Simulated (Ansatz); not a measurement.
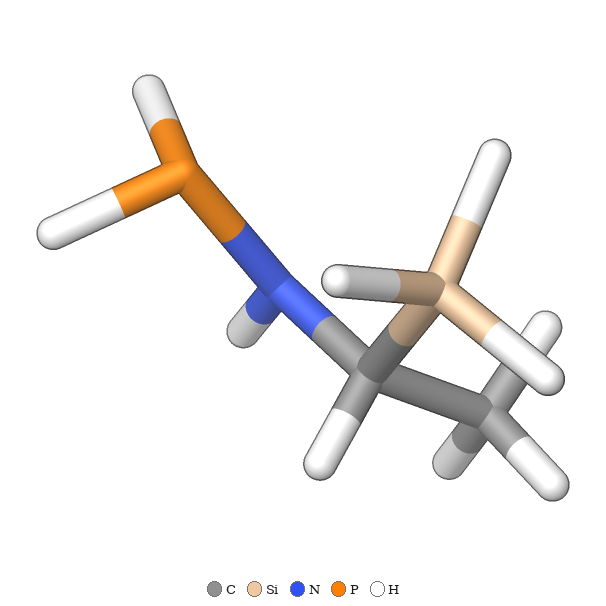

The geometry was computed by an optimisation with PBE0-D4/def2-TZVP. No frequency run is at hand to confirm it as a minimum. Program: Ansatz 0.2.0.

Compare HOMO energy (eV), dipole (D) at these levels: B3LYP-D4/def2-TZVPP; PBE-D4/def2-TZVPP; r2SCAN-D4/def2-TZVPP; ωB97M-V/def2-TZVPP.

```csv
level,HOMO energy (eV),dipole (D)
B3LYP-D4/def2-TZVPP,−6.67,1.87
PBE-D4/def2-TZVPP,−5.59,1.97
r2SCAN-D4/def2-TZVPP,−5.85,2.00
ωB97M-V/def2-TZVPP,−9.15,1.85
```
